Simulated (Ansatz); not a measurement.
**One shape, several levels: H3O+ (oxonium)**

Aim: a comparison of 6 runs (BLYP/3-21G, r2SCAN/3-21G, wB97M-V/3-21G, UMP2/3-21G, CCSD/3-21G, UCCSD(T)/6-31G) of H3O+ (oxonium). 

The calculation is run with Ansatz 0.2.0.

**1. The structure to begin with**

The species is H3O+ (4 atoms), meant as a singlet with charge +1. As SMILES, `[OH3+]`. The H4–O1 distance was set to 2.446 Å, away from the relaxed value. At this shape a bond of the SMILES string is far longer than usual.

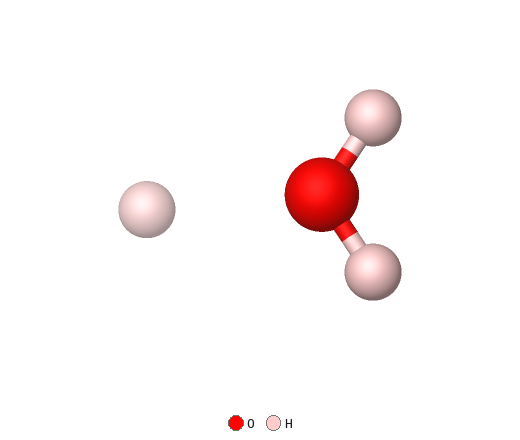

Viewed from a chosen angle; oxygen red, hydrogen pink.

**2. The energy at BLYP/3-21G (run 1)**

The input, in.yaml:

```yaml
crystal:
  periodic: [false, false, false]
  atoms:
    - symbol: O
      position_ang: [0.443140, 0.598439, -1.339457]
    - symbol: H
      position_ang: [0.480230, 1.573579, -1.271557]
    - symbol: H
      position_ang: [-0.147720, 0.286849, -2.054077]
    - symbol: H
      position_ang: [0.007860, -0.493450, 0.805020]
basis:
  gaussian: {orbitals: 3-21G.json}
total_charge: 1
hamiltonian: {xc: {name: BLYP}}
accuracy: high
```

The basis set 3-21G is read from a file made from the Basis Set Exchange's data (not shown).

Launch:

```sh
$ ansatz run in.yaml --threads 1 --pin off --max-ram 3480MiB --events-out events.jsonl --progress --plain --runs-dir runs
```

Log:

```text
Warning: RAYON_NUM_THREADS=1 ignored (pool sized by the plan → 1); use --threads N
Functional definition: BLYP
  name "BLYP"
  parameter beta = 0.0042
  parameter a = 0.04918
  parameter b = 0.132
  parameter c = 0.2533
  parameter d = 0.349
  exchange = b88_x(beta = beta)
  correlation = lyp_c(a = a, b = b, c = c, d = d)
226 factors; integrals over basis functions are off by at most 6.9e-9 eV
mean field evaluation 1: about -2050.1795 eV, gradient 1.1e2 eV
mean field evaluation 2: about -1981.1156 eV, gradient 1.6e2 eV
mean field evaluation 4: about -2041.2913 eV, gradient 6.8e1 eV
mean field evaluation 8: about -2064.3692 eV, gradient 4.7e1 eV
mean field evaluation 16: about -2070.0554 eV, gradient 3.1e-5 eV
mean field -2070.05536300 eV, -76.0731314564 hartree, gradient 7.8e-9 eV, S^2 0.000000; 0 other end points of the search recorded, 0 dependent functions left out
reference -2070.05539507 eV, -76.0731326351 hartree; 5, 5 occupied and 10, 10 virtual orbitals, 226 factors
Total energy: -2070.05539507 eV, -76.0731326351 hartree
```

It took 0.44 s on 1 thread of Arm Neoverse V2, shared host.

**3. A single-point energy at r2SCAN/3-21G (run 2)**

The input, input.yaml:

```yaml
crystal:
  periodic: [false, false, false]
  atoms:
    - {symbol: O, position_ang: [0.443140, 0.598439, -1.339457]}
    - {symbol: H, position_ang: [0.480230, 1.573579, -1.271557]}
    - {symbol: H, position_ang: [-0.147720, 0.286849, -2.054077]}
    - {symbol: H, position_ang: [0.007860, -0.493450, 0.805020]}
basis:
  gaussian: {orbitals: 3-21G.json}
total_charge: 1
hamiltonian: {xc: r2scan}
accuracy: high
```

The basis set 3-21G is read from a file made from the Basis Set Exchange's data (not shown).

Launch:

```sh
$ ansatz run input.yaml --threads 1 --pin off --max-ram 3480MiB --events-out events.jsonl --progress --plain --runs-dir runs
```

Log:

```text
Warning: RAYON_NUM_THREADS=1 ignored (pool sized by the plan → 1); use --threads N
Functional definition: r2SCAN
  name "r2SCAN"
  parameter k0 = 0.174
  parameter k1 = 0.065
  parameter a1 = 4.9479
  exchange = r2scan_x(k0 = k0, k1 = k1, a1 = a1)
  correlation = r2scan_c
226 factors; integrals over basis functions are off by at most 6.9e-9 eV
mean field evaluation 1: about -2053.1218 eV, gradient 1.0e2 eV
mean field evaluation 2: about -2002.3715 eV, gradient 1.4e2 eV
mean field evaluation 4: about -2059.9489 eV, gradient 5.5e1 eV
mean field evaluation 8: about -2069.0935 eV, gradient 3.1e0 eV
mean field evaluation 16: about -2069.1206 eV, gradient 5.2e-3 eV
mean field -2069.12062679 eV, -76.0387805343 hartree, gradient 9.4e-9 eV, S^2 0.000000; 0 other end points of the search recorded, 0 dependent functions left out
reference -2069.12062712 eV, -76.0387805462 hartree; 5, 5 occupied and 10, 10 virtual orbitals, 226 factors
Total energy: -2069.12062712 eV, -76.0387805462 hartree
```

It took 1.1 s on 1 thread of Arm Neoverse V2, shared host; peak memory 0.093 GiB.

Runs 3 to 5 aren't shown in full; the table further down has their settings and results.

**4. The energy at UCCSD(T)/6-31G (run 6)**

in.yaml: that of step 2 with these lines changed.

```diff
@@ -12,5 +12,13 @@
 basis:
-  gaussian: {orbitals: 3-21G.json}
+  gaussian:
+    orbitals: 6-31G
+accuracy: high
+scf:
+  omitted_lower_state_checks: [cluster_reference, increment]
 total_charge: 1
-hamiltonian: {xc: {name: BLYP}}
-accuracy: high
+correlation:
+  method: ccsd_t
+  frozen_orbitals: {H: 0, O: 1}
+magnetization:
+  spin_polarized: true
+  initial_magnetization: 0
```

Launch:

```sh
$ ansatz run in.yaml --threads 1 --pin off --max-ram 3480MiB --events-out events.jsonl --progress --plain --runs-dir runs
```

Log:

```text
Warning: RAYON_NUM_THREADS=1 ignored (pool sized by the plan → 1); use --threads N
[... 15 lines left out ...]
1 core orbitals not correlated: weight in the atoms' cores, before any rotation towards them, 1.000 or more for the frozen orbitals, at most 0.000 for the correlated occupied ones
[... 46 lines left out ...]
Total energy: -2073.68485270 eV, -76.2065127427 hartree
Checks for a lower state left out: cluster_reference, increment
```

Wall time 0.22 s (1 thread of Arm Neoverse V2, shared host).

**5. All runs side by side**

| run | level | frozen core orbitals | energy (Eh) | wall time |
| --- | --- | --- | --- | --- |
| 1 | BLYP/3-21G | – | -76.073133 | 0.44 s |
| 2 | r2SCAN/3-21G | – | -76.038781 | 1.1 s |
| 3 | wB97M-V/3-21G | – | -76.036120 | 5.4 s |
| 4 | UMP2/3-21G | 1 | -75.798227 | 0.08 s |
| 5 | CCSD/3-21G | 1 | -75.810981 | 0.08 s |
| 6 | UCCSD(T)/6-31G | 1 | -76.206513 | 0.22 s |

**6. Results**

| quantity | value |
| --- | --- |
| run 6: total energy | -76.20651 Eh |
| run 6: correlation energy (1 core orbital frozen) | -119.7 mEh |
| run 6: (T) correction | -0.94 mEh |
| run 6: ⟨S²⟩ of the reference determinant | 0.956 |
| run 6: T1 diagnostic | 0.166 |

**Reading.** Totals of different functionals can't be ranked against each other. In run 5 the T1 diagnostic is large, so a single reference may not serve. In run 5 the log says that unrestricted orbitals would lower the reference, so the values rest on an unstable closed-shell determinant (other closed-shell runs at this shape may share the fault). Spin contamination of the reference: run 4 ⟨S²⟩ = 0.97, run 6 ⟨S²⟩ = 0.96. Where it is this large, the reference is a mixture of spin states, and values that rest on it are in doubt. All runs together took 7.3 s, the longest 5.4 s.
